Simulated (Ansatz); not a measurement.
## KScMo2O8: pressure series

The reference is KScMo$_{2}$O$_{8}$ (space group P-3m1, No. 164; a = 5.7929 Å, c = 7.1686 Å; a cell from a computed database, its experimental status unchecked).

Cell and atoms are relaxed at each pressure.

All numbers come from Kohn–Sham DFT with the r2SCAN functional, run in Ansatz (a first-principles code) with PAW and 500 eV plane waves, no SOC.

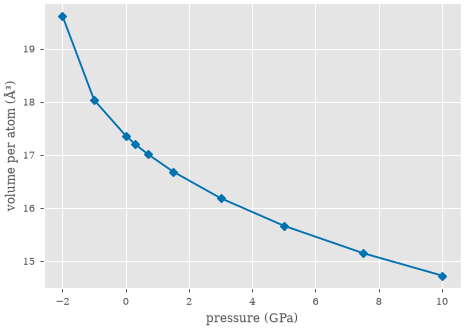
Figure. Volume per atom against pressure

| pressure (GPa) | volume per atom |
|---|---|
| -2 | 19.62 Å³ |
| -1 | 18.03 Å³ |
| 0.3 | 17.20 Å³ |
| 0.7 | 17.01 Å³ |
| 1.5 | 16.68 Å³ |
| 3 | 16.18 Å³ |
| 5 | 15.67 Å³ |
| 7.5 | 15.15 Å³ |
| 10 | 14.73 Å³ |

Load acts through the strain it causes; cell and atoms are relaxed under it. No phonon test of stability was made. No other phases were tried under pressure. All final runs are without spin polarisation.
